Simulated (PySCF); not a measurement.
## Electronic structure of C5H5PS (SMILES C=Cc1cpcs1) in real space

The calculation's input:

```
{"job": {"kind": "uv", "xc": "PBE0", "basis": "def2-SVPD", "nstates": 8, "ntriplets": 3}, "charge": 0, "multiplicity": 1}
C     -1.975875    -1.173179     0.427021
C     -1.397941     0.015034     0.284663
C     -0.001121     0.229494    -0.006796
C      0.584874     1.455350    -0.148690
P      2.305763     1.533712    -0.504057
C      2.459398    -0.165264    -0.506224
S      1.072120    -1.119364    -0.204316
H     -1.417387    -2.089619     0.329918
H     -3.025013    -1.266108     0.644914
H     -1.981545     0.920913     0.387250
H      0.002054     2.357820    -0.044221
H      3.375873    -0.699474    -0.685487
```

Run with:

```sh
OMP_NUM_THREADS=1 python probes_run.py task.json out
```

Geometry: GFN2-xTB.

Theory: PySCF 2.14.0, PBE0/def2-SVPD, SCF density, gas phase.

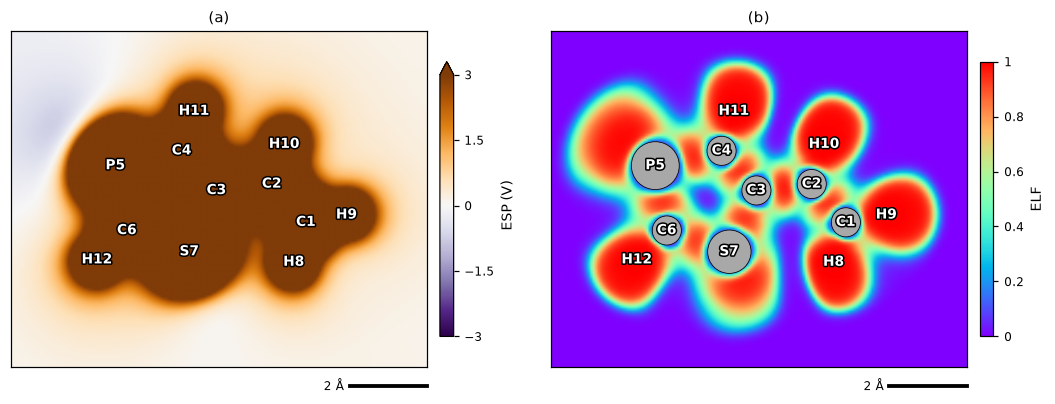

Figure 1. (a) molecular electrostatic potential; (b) ELF on the molecular plane. Grey discs cover the atomic cores in the ELF map.

### Interpret the plot.

The section cuts through C, P, S and H sites.
C–C (1.33 Å): the ELF peaks at about 0.95 between the atoms; a multiple bond.
C–P (1.71 Å): the ELF peaks at about 0.95 between the atoms (a covalent bond).
C–S (1.71 Å): the ELF peaks at about 0.90 between the atoms: a covalent bond.
C–H (1.08 Å): the ELF climbs to about 1 towards the hydrogen, as it does in any bond to H (an ordinary covalent bond to hydrogen).
C–C (1.44 Å): the ELF peaks at about 0.95 between the atoms (a covalent bond).
The ELF also peaks beside S7 and P5, away from the bonds: lone-pair regions.
Outside the dense part of the molecule the potential is most negative (−0.7 V) near P5.

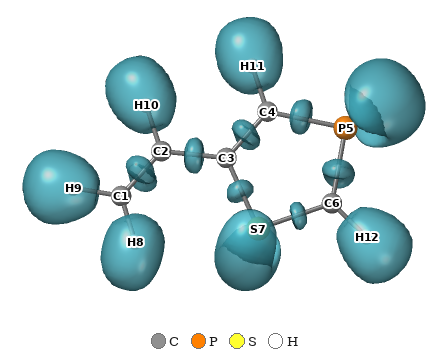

Figure 2. Isosurface of the electron localisation function at 0.85 (cyan), seen at a tilt. Core shells and regions of very low density are left out.

### What do the ELF domains correspond to?

At this value the surface marks out three regions between bonded C–C atoms (shared pairs), two regions between bonded C–P atoms (shared pairs), two regions between bonded C–S atoms (shared pairs), five regions around hydrogen nuclei, one lobe on P, pointing away from the bonds (lone pairs) and one lobe on S, pointing away from the bonds (lone pairs, which may merge into one lobe).

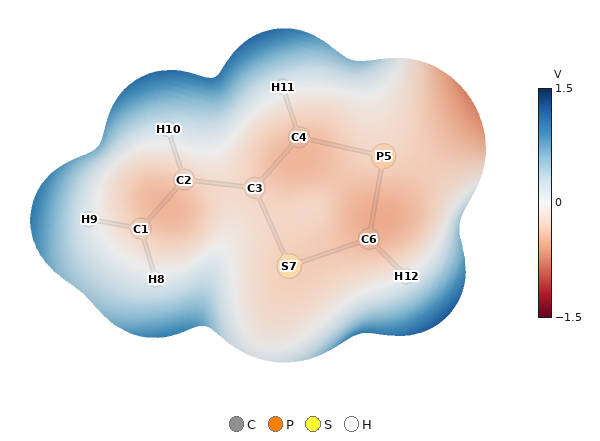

Figure 3. The electrostatic potential painted on the density surface at 0.002 e/bohr³, seen across its widest extent; the colour scale runs from red (negative) to blue (positive).

### Describe the electrostatic potential map.

The most negative region (about −0.7 V) lies over P5, the most positive (about +1.2 V) over H12.

### How polar is the molecule by this calculation?

Its dipole moment is 1.35 D.

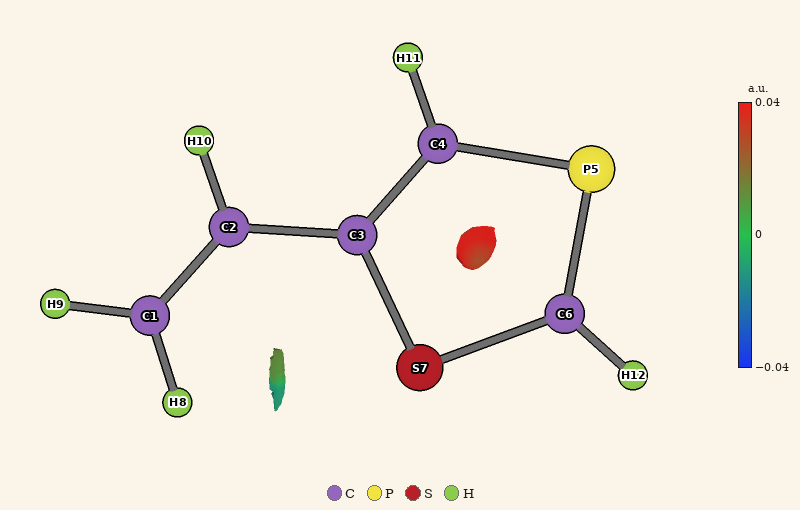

Figure 4. Non-covalent interaction (NCI) plot: the surface where the reduced density gradient is 0.4, for densities under 0.05 a.u., coloured by sign(λ₂)ρ; seen at a tilt.

### What holds or crowds the atoms apart from the covalent bonds?

Between H8 and C1 on one side and S7 on the other: a weak contact, attractive (blue-green) on one side and crowded (olive to red) on the other; inside the ring or cage of C3, C4, P5, C6 and S7: steric crowding (red).
